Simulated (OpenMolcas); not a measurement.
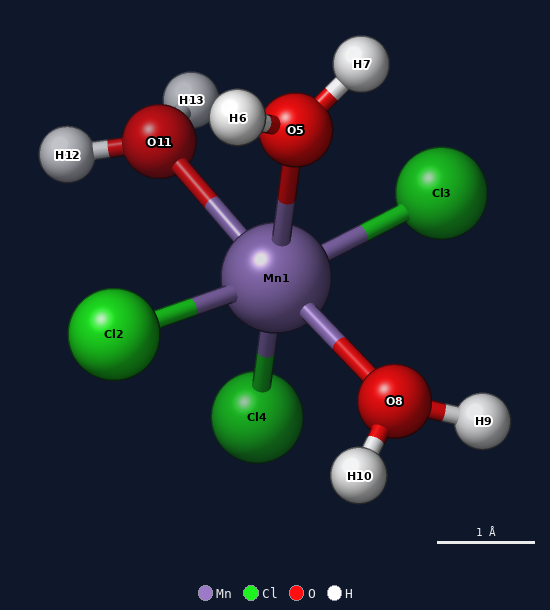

Figure 1. The structure (ball-and-stick view, seen at a tilt; atoms are numbered from 1 in the order of the input). Sticks mark near contacts.

MnH₆Cl₃O₃ (charge +1): single-point calculation (part 1 of 3)

The run: single-point calculation of MnH₆Cl₃O₃, charge +1, multiplicity 6. Method and program: NEVPT2/ANO-RCC-VDZP, DKH2 (OpenMolcas 26.06).

The run did not end well. The geometry is that of the parent species in another charge or spin state. The geometry comes from this level: GFN2-xTB.

## Log
```
--- Start Module: gateway ---

                                              &GATEWAY

                       available to each process: 1.9 GB of memory, 1 thread

++    Symmetry information:
      ---------------------

                    Character Table for C1

                             E
                    a        1  x, y, xy, Rz, z, xz, Ry, yz, Rx, I
--

++    Basis set information:
      ----------------------

      Basis set label: MN.ANO-RCC...5S4P2D1F.

      Electronic valence basis set:
      ------------------
      Associated Effective Charge  25.000000 au
      Associated Actual Charge     25.000000 au
      Nuclear Model: Point charge

      Shell  nPrim  nBasis  Cartesian Spherical Contaminant
         s      21       5        X
         p      15       4        X
         d      10       2                 X
         f       6       1                 X

      Basis set label: CL.ANO-RCC...4S3P1D.

      Electronic valence basis set:
      ------------------
      Associated Effective Charge  17.000000 au
      Associated Actual Charge     17.000000 au
      Nuclear Model: Point charge

      Shell  nPrim  nBasis  Cartesian Spherical Contaminant
         s      17       4        X
         p      12       3        X
         d       5       1                 X

      Basis set label: O.ANO-RCC...3S2P1D.

      Electronic valence basis set:
      ------------------
      Associated Effective Charge   8.000000 au
      Associated Actual Charge      8.000000 au
      Nuclear Model: Point charge

      Shell  nPrim  nBasis  Cartesian Spherical Contaminant
         s      14       3        X
         p       9       2        X
         d       4       1                 X

      Basis set label: H.ANO-RCC...2S1P.

      Electronic valence basis set:
      ------------------
      Associated Effective Charge   1.000000 au
      Associated Actual Charge      1.000000 au
      Nuclear Model: Point charge

      Shell  nPrim  nBasis  Cartesian Spherical Contaminant
         s       8       2        X
         p       4       1        X

      Basis set label: O.ANO-RCC...3S2P1D.

      Electronic valence basis set:
      ------------------
      Associated Effective Charge   8.000000 au
      Associated Actual Charge      8.000000 au
      Nuclear Model: Point charge

      Shell  nPrim  nBasis  Cartesian Spherical Contaminant
         s      14       3        X
         p       9       2        X
         d       4       1                 X

      Basis set label: H.ANO-RCC...2S1P.

      Electronic valence basis set:
      ------------------
      Associated Effective Charge   1.000000 au
      Associated Actual Charge      1.000000 au
      Nuclear Model: Point charge

      Shell  nPrim  nBasis  Cartesian Spherical Contaminant
         s       8       2        X
         p       4       1        X

      Basis set label: O.ANO-RCC...3S2P1D.

      Electronic valence basis set:
      ------------------
      Associated Effective Charge   8.000000 au
      Associated Actual Charge      8.000000 au
      Nuclear Model: Point charge

      Shell  nPrim  nBasis  Cartesian Spherical Contaminant
         s      14       3        X
         p       9       2        X
         d       4       1                 X

      Basis set label: H.ANO-RCC...2S1P.

      Electronic valence basis set:
      ------------------
      Associated Effective Charge   1.000000 au
      Associated Actual Charge      1.000000 au
      Nuclear Model: Point charge

      Shell  nPrim  nBasis  Cartesian Spherical Contaminant
         s       8       2        X
         p       4       1        X
--

++    Molecular structure info:
      -------------------------

                    ************************************************
                    **** Cartesian Coordinates / bohr, angstrom ****
                    ************************************************

     Center  Label                x              y              z                     x              y              z
        1      MN1              0.817987       0.038286      -0.001739              0.432860       0.020260      -0.000920
        2      CL2              0.452325       0.039136       3.927267              0.239360       0.020710       2.078220
        3      CL3              0.412357      -0.004649      -3.927720              0.218210      -0.002460      -2.078460
        4      CL4              4.751395       0.164501      -0.015288              2.514330       0.087050      -0.008090
        5      O5              -3.345968      -0.105277       0.016441             -1.770610      -0.055710       0.008700
        6      H6              -4.396845      -0.180809       1.506320             -2.326710      -0.095680       0.797110
        7      H7              -4.409733      -0.194680      -1.463612             -2.333530      -0.103020      -0.774510
        8      O8               0.506371       4.111609      -0.023074              0.267960       2.175770      -0.012210
        9      H9               0.908240       5.095420      -1.516335              0.480620       2.696380      -0.802410
       10      H10              0.945449       5.113013       1.448437              0.500310       2.705690       0.766480
       11      O11              0.782177      -4.056883       0.019200              0.413910      -2.146810       0.010160
       12      H12              1.312396      -5.003485       1.497835              0.694490      -2.647730       0.792620
       13      H13              1.263830      -5.016165      -1.467712              0.668790      -2.654440      -0.776680

                    ***************************************
                    *    InterNuclear Distances / bohr    *
                    ***************************************

               1 MN1           2 CL2           3 CL3           4 CL4           5 O5            6 H6
    1 MN1      0.000000
    2 CL2      3.945984        0.000000
    3 CL3      3.947114        7.855211        0.000000
    4 CL4      3.935456        5.834506        5.844911        0.000000
    5 O5       4.166469        5.453663        5.448994        8.101918        0.000000
    6 H6       5.432928        5.424371        7.258667        9.280346        1.824770        0.000000
    7 H7       5.433268        7.263322        5.418532        9.281859        1.824868        2.969992
    8 O8       4.085281        5.673900        5.674388        5.796547        5.711760        6.693685
    9 H9       5.279844        7.443565        5.663160        6.429381        6.891657        8.069632
   10 H10      5.279405        5.668509        7.441621        6.412136        6.906332        7.521170
   11 O11      4.095379        5.670905        5.668822        5.794477        5.714611        6.637600
   12 H12      5.283239        5.663028        7.432030        6.389392        6.920067        7.473533
   13 H13      5.281603        7.437769        5.647295        6.411859        6.897084        8.016780

               7 H7            8 O8            9 H9           10 H10          11 O11          12 H12
    7 H7       0.000000
    8 O8       6.692335        0.000000
    9 H9       7.501251        1.832815        0.000000
   10 H10      8.082673        1.833287        2.965058        0.000000
   11 O11      6.638619        8.173257        9.281078        9.282046        0.000000
   12 H12      8.039747        9.276194       10.546868       10.123271        1.833998        0.000000
   13 H13      7.445539        9.272377       10.117952       10.545404        1.833881        2.965972

              13 H13
   13 H13      0.000000

                    *******************************************
                    *    InterNuclear Distances / angstrom    *
                    *******************************************

               1 MN1           2 CL2           3 CL3           4 CL4           5 O5            6 H6
    1 MN1      0.000000
    2 CL2      2.088125        0.000000
    3 CL3      2.088723        4.156798        0.000000
    4 CL4      2.082554        3.087487        3.092994        0.000000
    5 O5       2.204800        2.885954        2.883484        4.287350        0.000000
    6 H6       2.874982        2.870454        3.841121        4.910948        0.965627        0.000000
    7 H7       2.875161        3.843584        2.867364        4.911748        0.965679        1.571652
    8 O8       2.161838        3.002499        3.002757        3.067401        3.022533        3.542146
    9 H9       2.793973        3.938965        2.996815        3.402282        3.646908        4.270265
   10 H10      2.793741        2.999646        3.937936        3.393156        3.654673        3.980032
   11 O11      2.167181        3.000914        2.999811        3.066305        3.024042        3.512467
   12 H12      2.795769        2.996745        3.932861        3.381120        3.661942        3.954823
   13 H13      2.794904        3.935898        2.988420        3.393010        3.649780        4.242297

               7 H7            8 O8            9 H9           10 H10          11 O11          12 H12
    7 H7       0.000000
    8 O8       3.541431        0.000000
    9 H9       3.969491        0.969884        0.000000
   10 H10      4.277166        0.970134        1.569041        0.000000
   11 O11      3.513006        4.325101        4.911335        4.911847        0.000000
   12 H12      4.254451        4.908750        5.581162        5.357004        0.970510        0.000000
   13 H13      3.940009        4.906731        5.354189        5.580387        0.970448        1.569525

              13 H13
   13 H13      0.000000

                    **************************************
                    *    Valence Bond Angles / degree    *
                    **************************************
                          Atom centers                 Phi
                      6 H6       5 O5       7 H7       108.93
                      5 O5       6 H6       7 H7        35.53
                      5 O5       7 H7       6 H6        35.53
                      9 H9       8 O8      10 H10      107.95
                      8 O8       9 H9      10 H10       36.03
                      8 O8      10 H10      9 H9        36.02
                     12 H12     11 O11     13 H13      107.93
                     11 O11     12 H12     13 H13       36.04
                     11 O11     13 H13     12 H12       36.04
--

            Nuclear Potential Energy            960.74590813 au

--- Stop Module: gateway /rc=_RC_ALL_IS_WELL_ ---
--- Module gateway spent 3 seconds ---

--- Start Module: seward ---

                                              &SEWARD

                       available to each process: 1.9 GB of memory, 1 thread

               SEWARD will generate:
                  Multipole Moment integrals up to order  2
                  Kinetic Energy integrals
                  Nuclear Attraction integrals (point charge)
                  One-Electron Hamiltonian integrals
                  Velocity integrals
                  Relativistic Douglas-Kroll-Hess integrals:
                    - Parametrization         : EXP
                    - DKH order of Hamiltonian: 2
                    - DKH order of Properties : 0
                         - multipole moment operators
                         - electric potential operators
                         - contact operators
                  Orbital angular momentum around (  0.9539   0.0377  -0.0021 )
                  Velocity quadrupole around (  0.9539   0.0377  -0.0021 )
                  Atomic mean-field integrals
                  RI decomposed two-electron repulsion integrals stored Cholesky style
                   - acCD auxiliary basis
                   - CD Threshold:   1.00E-04

                   Integrals are discarded if absolute value <: 1.00E-14
                   Integral cutoff threshold is set to       <: 1.00E-16

            Nuclear Potential Energy            960.74590813 au

      Basis set specifications :
      Symmetry species         a
      Basis functions          160

--- Stop Module: seward /rc=_RC_ALL_IS_WELL_ ---
--- Module seward spent 12 seconds ---

--- Start Module: rasscf ---

                                              &RASSCF

                       available to each process: 1.9 GB of memory, 1 thread

      Header of the ONEINT file:
      --------------------------

      OrdInt status: non-squared

      Cartesian coordinates in angstrom:
      -----------------------------------------------------
      No.  Label        X            Y            Z
      -----------------------------------------------------
       1   MN1        0.43286000   0.02026000  -0.00092000
       2   CL2        0.23936000   0.02071000   2.07822000
       3   CL3        0.21821000  -0.00246000  -2.07846000
       4   CL4        2.51433000   0.08705000  -0.00809000
       5   O5        -1.77061000  -0.05571000   0.00870000
       6   H6        -2.32671000  -0.09568000   0.79711000
       7   H7        -2.33353000  -0.10302000  -0.77451000
       8   O8         0.26796000   2.17577000  -0.01221000
       9   H9         0.48062000   2.69638000  -0.80241000
      10   H10        0.50031000   2.70569000   0.76648000
      11   O11        0.41391000  -2.14681000   0.01016000
      12   H12        0.69449000  -2.64773000   0.79262000
      13   H13        0.66879000  -2.65444000  -0.77668000
      -----------------------------------------------------
      Nuclear repulsion energy =  960.74590813

++    Wave function specifications:
      -----------------------------

      Number of closed shell electrons         100
      Number of electrons in active shells       5
      Max number of holes in RAS1 space          0
      Max nr of electrons in RAS3 space          0
      Number of inactive orbitals               50
      Number of active orbitals                  5
      Number of secondary orbitals             105
      Spin quantum number                      2.5
      State symmetry                             1
--

++    Orbital specifications:
      -----------------------

      Symmetry species                           1
                                                 a
      Frozen orbitals                            0
      Inactive orbitals                         50
      Active orbitals                            5
      RAS1 orbitals                              0
      RAS2 orbitals                              5
      RAS3 orbitals                              0
      Secondary orbitals                       105
      Deleted orbitals                           0
      Number of basis functions                160
--

++    CI expansion specifications:
      ----------------------------

      Number of CSFs                             1
      Number of determinants                     1
      Number of root(s) required                 1
      Root chosen for geometry opt.              1
      CI root used                               1

      highest root included in the CI            1
      max. size of the explicit Hamiltonian      1
--

++    Optimization specifications:
      ----------------------------

      RASSCF algorithm: LK RI/DF
      Maximum number of macro iterations       200
      Maximum number of SX iterations          100
      Threshold for RASSCF energy            1.000E-08
      Threshold for max MO rotation          1.000E-01
      Threshold for max BLB element          1.000E-04
      Level shift parameter                  5.000E-01
      Make Quasi-Newton update
--

      The MO-coefficients are taken from the file:
      step2.RasOrb
      Title: RASSCF average (pseudo-natural) orbitals

      Total molecular charge    1.00

      ************************************************************************************************************************
      *                                            Wave function control section                                             *
      ************************************************************************************************************************

                                         RASSCF iterations: Energy and convergence statistics
                                         ----------------------------------------------------
```
